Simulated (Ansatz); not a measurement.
Input

```
crystal:
  periodic: [false, false, false]
  atoms:
    - {symbol: F, position_ang: [-1.452141, -1.663185, 0.063506]}
    - {symbol: C, position_ang: [-0.949180, -0.460170, 0.242163]}
    - {symbol: Cl, position_ang: [1.734099, -1.810998, -1.289983]}
    - {symbol: B, position_ang: [-1.054205, 0.809841, 0.689480]}
    - {symbol: Al, position_ang: [0.907501, -0.106975, -0.404882]}
    - {symbol: H, position_ang: [-0.849277, 1.932230, 0.963825]}
    - {symbol: H, position_ang: [1.724504, 1.231157, -0.309810]}
basis:
  gaussian: {orbitals: def2-TZVPP}
hamiltonian: {xc: pbe0, dispersion: d4}
output: {orbitals: {seedname: orbitals}}
```

Command:

```sh
ansatz run in.yaml --threads 2 --pin off --events-out ev --progress --plain --max-ram 4352MiB
```

Geometry: PBE0-D4/def2-TZVP.

Computed with RKS PBE0-D4/def2-TZVPP (Ansatz).

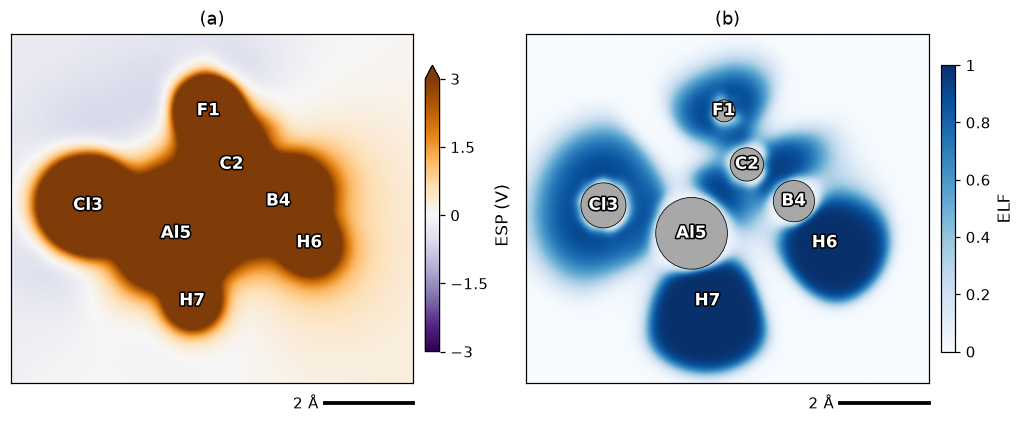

CH2AlBClF. (a) molecular electrostatic potential; (b) ELF on the molecular plane. Grey discs cover the atomic cores in the ELF map.

> Describe what can be read from this map.

- The plane passes through F, C, Cl, B, Al and H nuclei.
- C–F (1.32 Å): the ELF peaks at about 0.85 between the atoms, as expected for a shared but strongly polarised pair.
- C–B (1.35 Å): the ELF peaks at about 0.85 between the atoms; localised, covalent bonding.
- C–Al (2.00 Å): the ELF peaks at about 0.90 between the atoms: a polar covalent bond.
- Al–Cl (2.09 Å): the ELF peaks at about 0.85 in the valence shell of Cl, 0.9 Å from its nucleus, and is about 0.80 at the midpoint.
- Al–B (2.43 Å): the ELF reaches about 0.60 near the midpoint.
- The ELF also peaks beside Cl3 and F1, away from the bonds: lone-pair regions.
- Outside the dense part of the molecule the potential is most negative (−0.6 V) near F1.
